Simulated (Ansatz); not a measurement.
Cost and result by functional for the surface energy of the (11-20) surface of hcp Hf in its 1x1 cell, outermost plane spacing 1.60 Å in the ideal cut, in Ansatz (plane waves, PAW). Single points on the PBE structure, on one kind of machine; costs are rough ratios of the slab run's core time (references not counted) to the cheapest single point. r2SCAN's cost holds its higher cutoff (500 against 420 eV). Differences are taken against r2SCAN for comparison alone: no measured value is at hand, so the table doesn't rank accuracy.

Set-up: 14 atoms, 9.6 Å thick at the start (thin: gaps and levels are the slab's own); mesh 8x7x1; 0.1 eV smearing; dipole correction on; all atoms relaxed; held to the start's symmetry, so lower structures may exist; no spin, no spin-orbit, no U. These notes are the PBE run's.

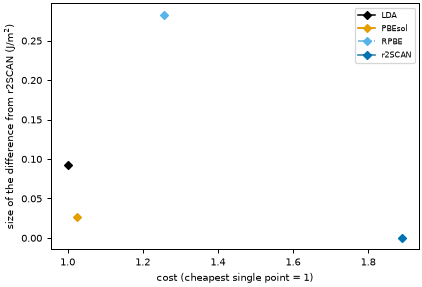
Fig. 1. Difference from r2SCAN against cost

```tsv
functional	relative cost	surface energy (J/m²)	less r2SCAN (J/m²)
LDA	1	2.10	0.09
PBEsol	1	2.03	0.03
RPBE	1	1.72	-0.28
r2SCAN	2	2.01	0.00
PBE (the relaxed run's value)	–	1.85	-0.15
```

The values span 0.38 J/m², while the single points' costs differ by a factor of roughly 2. Differences are of unrounded values.

Ansatz is a first-principles code.
